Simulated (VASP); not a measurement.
Data:

```
CELL_PARAMETERS angstrom
      3.12704     0.00000     0.00000
      0.00000     3.12704     0.00000
      0.00000     0.00000     3.12704
ATOMIC_POSITIONS crystal
  Zn 0.50000 0.50000 0.50000
  Au 0.00000 0.00000 0.00000
```

All values below come from PBEsol GGA, VASP's PBE PAW potentials (set 64) (plane waves; VASP). Settings: 400 eV cut-off, 13×13×13 Γ-centred mesh, tetrahedra with Blöchl corrections, potentials Zn Au.

Unless said otherwise, spin-orbit coupling is left out, though it shifts the bands of the heavy elements here.

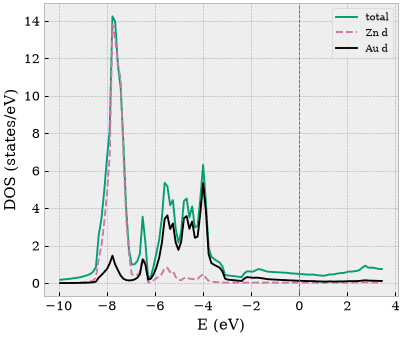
Figure. Total and projected density of states, zero at the Fermi level

Within 2 eV below the Fermi level the largest weight inside VASP's projection spheres is Au d, then Au p.

It has no gap at this level: it comes out as a metal or semimetal.

The compound is AuZn in the CsCl type structure. It was relaxed first. The electron count is odd and the run is not spin-polarised, which forces a metal.
